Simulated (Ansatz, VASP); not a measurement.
# InSb: VASP beside Ansatz, part 2 of 2

Aim: how closely do two programs agree when they are given the same cell, functional and k mesh? The cell is taken from a series of VASP runs on this material, whose earlier steps may have relaxed, scaled or displaced it; both programs get it as it stands. Valence electrons are named where the data sets of a main pair hold unlike numbers.

VASP 6.6.1 and Ansatz 0.2.0.

So far: Set-up; VASP: band structure, PBE0.

## (3) Ansatz: band structure, PBE0

Level of this step: Ansatz beside VASP: Kohn-Sham DFT, plane waves, PBE0 (Ansatz).

Ansatz runs on its default PAW (the set named soft_2) files.

The same cell, functional, mesh and smearing now go to Ansatz, which takes its cutoff from its data sets.

input.yaml reads:

```yaml
crystal:
  lattice:
    - [0.0, 3.2391, 3.2391]
    - [3.2391, 0.0, 3.2391]
    - [3.2391, 3.2391, 0.0]
  atoms:
    - { symbol: Sb, position: [0.75, 0.75, 0.75] }
    - { symbol: In, position: [0.0, 0.0, 0.0] }
hamiltonian:
  xc: pbe0
  pseudopotentials: { kind: paw }
kpoints:
  mp_grid: { grid: [4, 4, 4] }
  band_path:
    path:
      - [0.0, 0.0, 0.0]
      - [0.5, 0.0, 0.5]
      - [0.5, 0.22222, 0.72222]
      - [0.40278, 0.34722, 0.75]
      - [0.125, 0.125, 0.25]
      - [0.27778, 0.27778, 0.27778]
      - [0.55556, 0.38889, 0.55556]
      - [0.58333, 0.25, 0.66667]
      - [0.5, 0.30556, 0.69444]
      - [0.48611, 0.48611, 0.52778]
      - [0.625, 0.25, 0.625]
      - [0.5, 0.0, 0.5]
    npoints: 1
scf:
  occupations: { method: gaussian, width: 0.03 }
  n_extra_bands: 7
output:
  forces: true
  stress: true
  eigenvalues: true
```

Started as:

```sh
$ ansatz run input.yaml --threads 4 --pin off --max-ram 9216MiB --backend cpu --events-out ev --progress --plain --runs-dir out
```

Numbers of over 12 decimals in the logs are rounded to 6 here.

The log of the run:

```text
Warning: output.stress: scf.convergence.dr2_threshold = 1e-7 eV (the SCF's general default) is looser than the 2e-10 eV advised for a printed stress (1e-10 eV for each atom of the cell: 2). What an SCF threshold leaves in a stress goes as its square root, and in the free energy as the threshold itself, and one threshold admits the most on a small cell: [figures from the program's tests cut] Set scf.convergence.dr2_threshold to 2e-10 eV or tighter. The threshold is an SCF's pass mark: one that does not reach it within its budget of iterations ends unconverged, or closes short of it on a stop that the run arms, and scf.convergence.dr2_threshold's page says what that costs each kind of run
Warning: output.stress: scf.exx.energy_threshold = 1e-6 eV is looser than the 2e-8 eV advised for a stress under a hybrid functional (1e-8 eV for each atom of the cell: 2). Every SCF of the exchange loop can meet its threshold on dr2 while the loop round them stops early: no threshold on dr2 bounds what that leaves in the stress. Set scf.exx.energy_threshold to 2e-8 eV or tighter. The threshold is the loop's pass mark: a loop that does not reach it within its budget of cycles ends unconverged, and scf.exx.energy_threshold's page has the law
scf.n_extra_bands = 7 over 14 filled bands (N_el = 28.0): the run solves 21 bands
Engine: ansatz 0.2.0, aarch64-unknown-linux-gnu
Pseudopotentials: kind: paw
Pseudopotential: Sb, paw, valence charge 15, recommended cutoff 420 eV (normal), Sb.paw.azcp
Pseudopotential: In, paw, valence charge 13, recommended cutoff 420 eV (normal), In.paw.azcp
Functional definition: PBE0
  parameter a = 0.25
  parameter kappa = 0.804
  parameter beta = 0.066725
  exchange = (1 - a)*pbe_x(kappa = kappa, mu = beta*pi^2/3) + a*exact_x
  correlation = pbe_c(beta = beta)
Crystal: 2 atoms, lattice volume = 67.968 Å³
Basis set: ecut = 420 eV, 1363 PW (Γ), exchange–correlation on 64×64×64 points (8 copies of the dense FFT grid, shifted against one another)
Bands: 21, of which v1, the nominal top of the filled ones, is band 14 counted from 1 (13 counted from 0)
Symmetry: 24 space group operations
Space group: F-43m (ITA 216), of the structure as read, at distance tolerance 4.1e-5 Å
k-points: 8 of 64 (time reversal used)
Non-local potential: Sb, projectors of the file, l = 0: 2, l = 1: 2, l = 2: 2, l = 3: 2
Non-local potential: In, projectors of the file, l = 0: 2, l = 1: 2, l = 2: 2, l = 3: 2
PAW form: soft (Blöchl's): semilocal exchange-correlation on the pseudo side does not see the compensation charge
PAW frozen core: Sb, regenerated for the run's functional, and the local potential with it (the file was generated under x = pbe(κ = 0.804, μ = 0.219515), c = pbe(β = 0.066725))
PAW frozen core: In, regenerated for the run's functional, and the local potential with it (the file was generated under x = pbe(κ = 0.804, μ = 0.219515), c = pbe(β = 0.066725))
PAW one-centre angular grid: Sb, 590 points (default); XC on 64 Gauss nodes
PAW one-centre angular grid: In, 590 points (default); XC on 64 Gauss nodes
Initial density: superposition of atomic densities (neutral atoms: chi_scale 0, normalization atom), corrected by the library's trained network
Initial wavefunctions: pseudopotential atomic-orbital guess
Functional: x = pbe(κ = 0.804, μ = 0.219515), c = pbe(β = 0.066725), warm-up for x = 0.75 pbe(κ = 0.804, μ = 0.219515) + 0.25 exact, c = pbe(β = 0.066725)
SCF iter   1: F=—  HF=-12082.391351 eV  |F-HF|=—  |Δ(HF+E_count)|=         —  Δρ=1.35e-3  dr2=2.06e-3  ethr=1.77e-3  ⟨swp⟩=12.6  Hψ=816  notcnv=0
preconditioner: auto → none  [insulator: Δε(μ)=0.521 eV  Ē_g=16.108 eV  σ=0.030 eV  W_gap=0.67  n_scr=14 (ndim 8)  ℏωp=19.1 eV  f_vac=0.112  D(μ)=1.61/eV (n_scr^D=14)]
iter 2 solved again at ethr=3.46e-7 eV; its pass at ethr=7.36e-6 eV (dr2=9.68e-5 eV) is discarded
SCF iter   2: F=—  HF=-12082.391655 eV  |F-HF|=—  |Δ(HF+E_count)|=   3.03e-4  Δρ=3.13e-4  dr2=9.94e-5  ethr=3.46e-7  ⟨swp⟩=3.4  Hψ=881  notcnv=0  defer=3
SCF iter   3: F=—  HF=-12082.391708 eV  |F-HF|=—  |Δ(HF+E_count)|=   5.39e-5  Δρ=1.47e-4  dr2=1.09e-5  ethr=3.46e-7  ⟨swp⟩=4.8  Hψ=386  notcnv=0  defer=1
SCF iter   4: F=—  HF=-12082.391780 eV  |F-HF|=—  |Δ(HF+E_count)|=   7.10e-5  Δρ=2.34e-5  dr2=3.36e-7  ethr=3.89e-8  ⟨swp⟩=3.4  Hψ=338  notcnv=0  defer=1
SCF iter   5: F=—  HF=-12082.391782 eV  |F-HF|=—  |Δ(HF+E_count)|=   2.48e-6  Δρ=4.85e-6  dr2=1.35e-8  ethr=1.20e-9  ⟨swp⟩=4.2  Hψ=376  notcnv=0  defer=1
SCF iter   6: F=-12082.391782 eV  HF=-12082.391782 eV  |F-HF|=7.88e-10  |Δ(HF+E_count)|=   8.26e-8  Δρ=9.10e-7  dr2=4.48e-10  ethr=4.83e-11  ⟨swp⟩=4.1  Hψ=413  notcnv=0  defer=1
SCF 1 converged in 6 iterations: F = -12082.391782 eV  dr2 = 4.48e-10
  greatest PAW one-centre occupation: 0.995 electrons in one spin orbital (limit 2), on the Sb atom at site 0 (counted from 0), in its partial waves of l = 2
Initial density: handed on by an earlier stage of this run
Initial wavefunctions: those handed on with the density
Functional: x = 0.75 pbe(κ = 0.804, μ = 0.219515) + 0.25 exact, c = pbe(β = 0.066725)
Frozen-core exchange: fock
iter 1 solved again at ethr=3.88e-5 eV; its pass at ethr=1.00e-1 eV (dr2=1.09e-2 eV) is discarded
SCF iter   1: F=—  HF=-12089.233487 eV  |F-HF|=—  |Δ(HF+E_count)|=         —  Δρ=5.38e-3  dr2=1.21e-2  ethr=3.88e-5  ⟨swp⟩=5.5  Hψ=939  notcnv=0
preconditioner: auto → none  [insulator: Δε(μ)=0.357 eV  Ē_g=18.808 eV  σ=0.030 eV  W_gap=1.00  n_scr=14 (ndim 8)  ℏωp=19.1 eV  f_vac=0.109  D(μ)=0.00/eV (n_scr^D=0)]
SCF iter   2: F=—  HF=-12089.231768 eV  |F-HF|=—  |Δ(HF+E_count)|=   1.72e-3  Δρ=2.08e-3  dr2=3.57e-3  ethr=3.47e-5  ⟨swp⟩=2.0  Hψ=303  notcnv=0
[...]
SCF 2 converged in 6 iterations: F = -12089.231706 eV  dr2 = 1.03e-8
  greatest PAW one-centre occupation: 0.996 electrons in one spin orbital (limit 2), on the Sb atom at site 0 (counted from 0), in its partial waves of l = 2
hybrid outer 1: dexx = +2.087e-2 eV, tail = 5.17e-3 eV
Frozen-core exchange: fock
SCF iter   1: F=—  HF=-12089.254200 eV  |F-HF|=—  |Δ(HF+E_count)|=         —  Δρ=8.04e-4  dr2=3.20e-4  ethr=9.23e-5  ⟨swp⟩=3.2  Hψ=346  notcnv=0
preconditioner: auto → none  [insulator: Δε(μ)=1.142 eV  Ē_g=18.806 eV  σ=0.030 eV  W_gap=1.00  n_scr=14 (ndim 8)  ℏωp=19.1 eV  f_vac=0.106  D(μ)=0.00/eV (n_scr^D=0)]
SCF iter   2: F=—  HF=-12089.254232 eV  |F-HF|=—  |Δ(HF+E_count)|=   3.29e-5  Δρ=9.68e-5  dr2=6.35e-5  ethr=9.14e-7  ⟨swp⟩=4.0  Hψ=404  notcnv=0
SCF iter   3: F=-12089.254555 eV  HF=-12089.254561 eV  |F-HF|=5.80e-6  |Δ(HF+E_count)|=   3.29e-4  Δρ=1.48e-4  dr2=1.38e-5  ethr=1.37e-8  ⟨swp⟩=4.9  Hψ=574  notcnv=0  defer=1
SCF 3 stopped early in 3 iterations: F = -12089.254555 eV  dr2 = 1.38e-5
hybrid outer 2: dexx = +3.876e-4 eV, tail = 4.25e-5 eV, Δε = 2.06e-1 eV (about 2.00e-2 eV left of the loop's levels)
Frozen-core exchange: fock
SCF iter   1: F=—  HF=-12089.254454 eV  |F-HF|=—  |Δ(HF+E_count)|=         —  Δρ=3.41e-5  dr2=7.64e-6  ethr=5.60e-7  ⟨swp⟩=5.4  Hψ=383  notcnv=0
preconditioner: auto → none  [insulator: Δε(μ)=1.164 eV  Ē_g=18.810 eV  σ=0.030 eV  W_gap=1.00  n_scr=14 (ndim 8)  ℏωp=19.1 eV  f_vac=0.106  D(μ)=0.00/eV (n_scr^D=0)]
SCF iter   2: F=—  HF=-12089.254453 eV  |F-HF|=—  |Δ(HF+E_count)|=   5.84e-7  Δρ=1.33e-5  dr2=6.15e-6  ethr=6.60e-9  ⟨swp⟩=3.1  Hψ=314  notcnv=0
SCF iter   3: F=—  HF=-12089.254453 eV  |F-HF|=—  |Δ(HF+E_count)|=  7.42e-10  Δρ=5.89e-6  dr2=6.04e-6  ethr=3.45e-10  ⟨swp⟩=3.0  Hψ=344  notcnv=0
SCF iter   4: F=—  HF=-12089.254565 eV  |F-HF|=—  |Δ(HF+E_count)|=   1.12e-4  Δρ=2.26e-5  dr2=7.88e-7  ethr=4.69e-11  ⟨swp⟩=5.2  Hψ=667  notcnv=0  defer=2
SCF iter   5: F=—  HF=-12089.254565 eV  |F-HF|=—  |Δ(HF+E_count)|=   2.68e-7  Δρ=2.40e-6  dr2=5.29e-8  ethr=4.69e-11  ⟨swp⟩=4.9  Hψ=551  notcnv=0
SCF iter   6: F=—  HF=-12089.254565 eV  |F-HF|=—  |Δ(HF+E_count)|=   3.36e-7  Δρ=3.38e-6  dr2=1.74e-8  ethr=8.19e-12  ⟨swp⟩=5.1  Hψ=519  notcnv=0  defer=2
SCF iter   7: F=-12089.254565 eV  HF=-12089.254565 eV  |F-HF|=8.73e-11  |Δ(HF+E_count)|=   5.58e-9  Δρ=3.57e-7  dr2=1.32e-9  ethr=8.19e-12  ⟨swp⟩=4.0  Hψ=341  notcnv=0
SCF 4 converged in 7 iterations: F = -12089.254565 eV  dr2 = 1.32e-9
  Residual-converged pass: ⟨swp⟩=2.8  Hψ=291  notcnv=0  max |occ|·‖R‖ = 2.4e-6 eV (tolerance 2.4e-6 eV)  dr2=1.32e-9  dr2_onsite=3.11e-11  max |Δocc| = 3.7e-172
hybrid outer 3: dexx = +3.896e-7 eV, tail = 5.32e-8 eV, Δε = 2.90e-3 eV (about 1.01e-4 eV left of the loop's levels)
NSCF: frozen V_eff on 12 k-points
hybrid SCF converged: 3 outer / 16 inner (+6 warm-up), last move |dexx| = 3.90e-7 eV, tail = 5.32e-8 eV
Stability not checked: this state was not tested for a lower state beside it, because the functional holds exact exchange (a hybrid, or Hartree-Fock), whose exchange loop this test does not read (fock_operator; see scf.lower_state_search)
Free energy (F): -12089.254565 eV
Frozen-core exchange: fock
Harris-Foulkes:  -12089.254565 eV  (|F-HF|=8.73e-11)
Internal energy: -12089.254565 eV  (E = F + TS)
E sigma→0 (E₀):  -12089.254565 eV
Fermi energy:    7.318117 eV
--- Per-component energies (eV) ---
  E_band       = -324.341020
  E_kinetic    = 451.253568
  E_local      = -3202.648942  (includes V_loc(G=0)·N_el)
  E_nonlocal   = 730.272577
  E_hartree    = 1381.367586
  E_xc         = -271.642458
  E_vxc        = -150.836713  (∫ρ·V_xc dr)
  E_exx        = -84.581866  (= α·E_x^exact, valence–valence)
  E_paw        = -8738.585307  (= ΣΔE_a)
  E_vpaw       = -745.953308  (= ΣTr[D̂ρ^β])
  E_aug_tail   = 0.000025  (compensation charges beyond the density's cutoff)
  E_ewald      = -2355.252583
  E_core_change = 0.562836  (= ΣΔE_core)
  E_smearing   = -0.000000  (= −TS)
  E_closure    = -0.000001  (closes the sum)
  Σ components = -12089.254565   (vs F -12089.254565, Δ=1.82e-12)
--- Forces (eV/Å), atoms counted from 1 ---
  atom   1  Sb     0.00000000    -0.00000000    -0.00000000
  atom   2  In    -0.00000000     0.00000000     0.00000000
  max |Σ_I F_I| component: 1.11e-16 eV/Å
--- Stress (GPa, compression-positive) ---
        1.498269       0.000000      -0.000000
        0.000000       1.498269       0.000000
        0.000000       0.000000       1.498269
  P = ⅓ Tr σ = 1.4983 GPa (14.983 kbar)
--- Band table (eV; the first three rows and the last of 8) ---
  k-point 0: bands = [... 10 lower, -5.1331, 6.7360, 6.7360, 6.7360, 7.8994, 10.9980, 10.9980, 10.9980, ... 3 higher]
  k-point 1: bands = [... 10 lower, -4.5330, 2.8616, 6.0889, 6.0889, 8.8799, 11.7962, 11.7962, 12.9387, ... 3 higher]
  k-point 2: bands = [... 10 lower, -3.5952, 0.5330, 5.6206, 5.6206, 8.5220, 11.8983, 11.8983, 14.2305, ... 3 higher]
  k-point 7: bands = [... 10 lower, -2.8614, 0.3531, 3.5777, 3.7395, 11.7351, 12.0132, 12.4447, 13.0325, ... 3 higher]
```

It took 29 s on 4 threads of Arm Neoverse V1, shared host; peak memory 0.89 GiB.

## (4) Differences

Known differences besides the potentials themselves: exact exchange at q = 0 is treated differently, which shows on coarse meshes; VASP keeps PBE cores, Ansatz makes them for the functional; the data sets hold 28 valence electrons in Ansatz (on its default PAW (the set named soft_2) files) and 18 in VASP; the cutoff is 420 eV in Ansatz and 350 eV in VASP; VASP takes a coarser grid for exact exchange (PRECFOCK = Fast). Total energies have different zeros and are not compared.

Both answers:

```csv
quantity,Ansatz,VASP,difference
gap over the path points (eV),1.163,1.206,-0.042
```

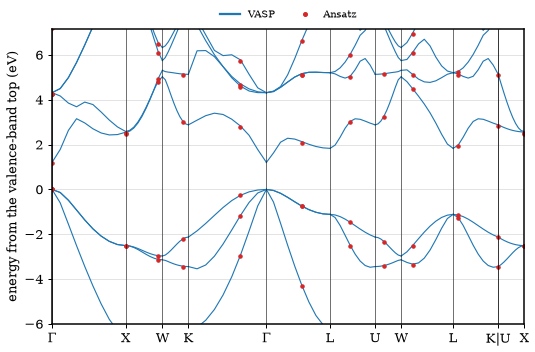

Bands from VASP (lines) and levels from Ansatz (dots). Dots without a line are higher empty bands that the VASP plot leaves out.

Levels at points of the path, from each program's valence-band top (eV; 3 filled, then empty):

```csv
k (reciprocal lattice),Ansatz,VASP
0.000 0.000 0.000,0.00 0.00 0.00 1.16 4.26 4.26,0.00 0.00 0.00 1.21 4.32 4.32
0.500 0.000 0.500,-6.51 -2.51 -2.51 2.49 2.54 9.99,-6.50 -2.51 -2.51 2.55 2.59 10.02
0.500 0.222 0.722,-6.39 -3.14 -2.98 4.81 4.92 6.09,-6.37 -3.12 -2.96 4.84 4.96 6.13
0.403 0.347 0.750,-6.35 -3.44 -2.22 3.00 5.11 7.59,-6.33 -3.42 -2.21 3.05 5.15 7.63
0.125 0.125 0.250,-2.95 -1.18 -0.26 2.80 4.57 4.67,-2.94 -1.17 -0.26 2.83 4.61 4.71
0.278 0.278 0.278,-4.29 -0.74 -0.74 2.08 5.12 5.12,-4.27 -0.74 -0.74 2.13 5.16 5.16
0.556 0.389 0.556,-6.15 -2.51 -1.47 2.99 5.01 5.99,-6.13 -2.49 -1.46 3.03 5.05 6.02
0.583 0.250 0.667,-6.35 -3.42 -2.33 3.21 5.13 7.29,-6.33 -3.40 -2.31 3.26 5.16 7.32
0.500 0.306 0.694,-6.28 -3.35 -2.52 4.46 5.09 6.09,-6.26 -3.33 -2.50 4.49 5.13 6.12
0.486 0.486 0.528,-6.20 -1.26 -1.14 1.93 5.11 5.22,-6.18 -1.25 -1.14 1.98 5.16 5.26
```

Among the levels compared at these points, filled levels agree within 27 meV and empty ones within 58 meV.

## (5) What came out

| Quantity | Value |
| --- | --- |
| largest difference of a filled level at the path points (band structure, PBE0) | 27 meV |
| difference in gap over the path points (band structure, PBE0) | -0.042 eV |

In words: The difference in gap over the path points is -0.042 eV (band structure, PBE0), within the 0.08 eV picked in this series as the mark of a large difference. The data sets hold unlike numbers of valence electrons (28 in Ansatz and 18 in VASP), so part of the differences comes from the potentials. Such differences can come from data sets, numerical settings and the points named under the comparisons, not from the functional's error against experiment.

[Lines on the potential files, build, host, timing and source positions are cut from VASP's logs without a mark.]

[Logs are printed without paths, hosts, clocks, repeated set-up lines and the standing remarks that a program may print on its own settings, such as how far it seeks lower states.]

[Hosts, paths, dates, database ids (printed as entryN), source tags and the programs' standing remarks are cut or masked in the printed files.]
